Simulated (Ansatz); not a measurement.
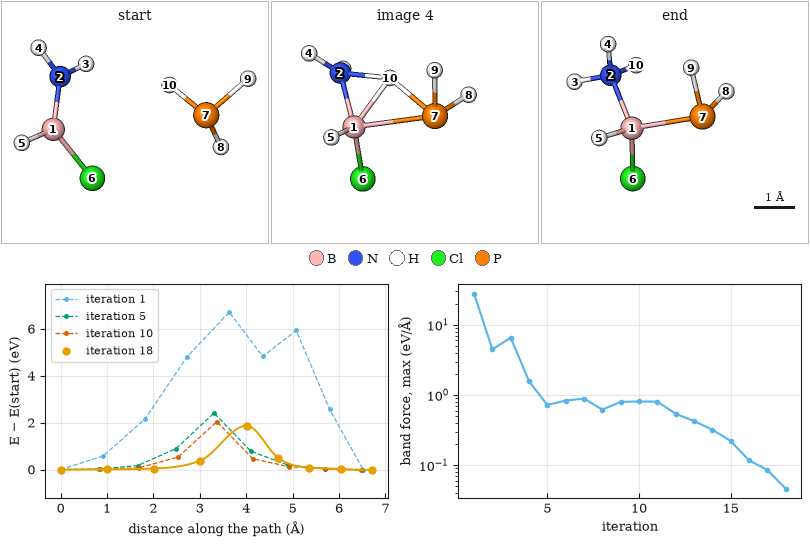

A search for the minimum-energy path of BPNH₆Cl, made up at the start of BNH3Cl and PH3 by the nudged elastic band. Images are numbered from 0 (start) to 8 (end). The plot follows the band through its iterations. The picture is a ball-and-stick view, seen at a tilt.

These are results of RKS PBE0/6-31G* in Ansatz 0.2.0, not measurements. Settings: 7 movable images; climbing image; force threshold 0.05 eV/Å; iteration limit 25; starting path through a guess of the saddle point.

### Judge this run.

The result is final at these settings. The band converged in 18 iterations. The largest component of the band force went from 28 to 0.047 eV/Å. The climbing image converged on the top of the path. Its vibrational analysis gives one imaginary mode (1312i cm⁻¹), as a transition state must have. The first iteration put the highest image at 6.71 eV. The energy climbs by 1.87 eV to image 4 and then falls by 1.89 eV, so the end point sits at −0.02 eV.

Limits of the set-up: the start holds two separate molecules, 3.1 Å apart at their closest, whose relative position is a soft coordinate and is computed without a dispersion correction.

The run took 9.8 min on 1 thread of Intel(R) Xeon(R) Platinum 8259CL CPU @ 2.50GHz (Skylake/Cascade Lake), with other jobs on the host, peak memory 0.18 GiB.
